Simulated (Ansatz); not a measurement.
```xyz
9

C    -0.0879    0.8392   -1.1919
C     0.0781   -0.4616   -1.3825
H    -1.0665    1.3033   -1.2480
H     0.7483    1.4950   -0.9743
H     1.0571   -0.9256   -1.3291
H    -0.7578   -1.1167   -1.6026
Te   -0.6033   -0.3931    2.0933
H     1.0191   -0.1357    1.9065
H    -0.3871   -0.6050    3.7284
```

Geometry: PBE0-D4/def2-TZVP; core potentials replace the inner electrons of Te.

Computed with Ansatz 0.2.0, RKS PBE0-D4/def2-TZVPPD.

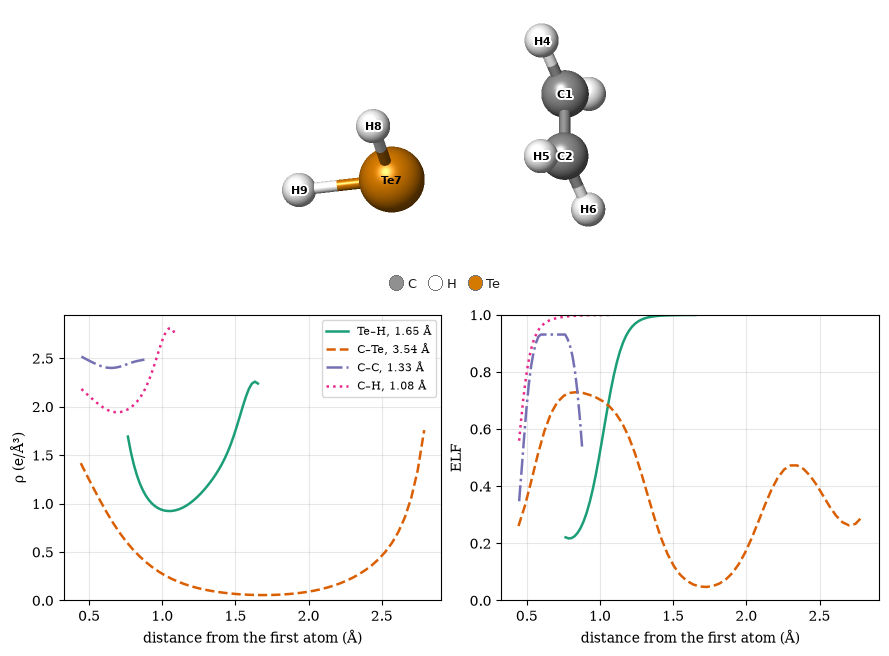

C₂H₄···H₂Te (SMILES C=C.[TeH2]). Electron density and electron localisation function along straight lines between neighbouring atoms. The curves leave out the atomic cores. The structure is drawn too.

Compare the contacts.

Answer. Te–H (1.65 Å): the density is about 1.3 e/Å³ at the midpoint; the ELF climbs to about 1 towards the hydrogen, as it does in any bond to H.
C2···Te7 (3.54 Å): the density falls to about 0.06 e/Å³ on the way; the ELF dips to about 0.05 between them: a non-bonded, intermolecular contact.
C–C (1.33 Å): ρ is about 2.4 e/Å³ halfway; the ELF peaks at about 0.95 between the atoms: a short, multiple covalent bond.
C–H (1.08 Å): ρ at the midpoint is about 2.1 e/Å³; the ELF climbs to about 1 towards the hydrogen (a covalent bond by its length).
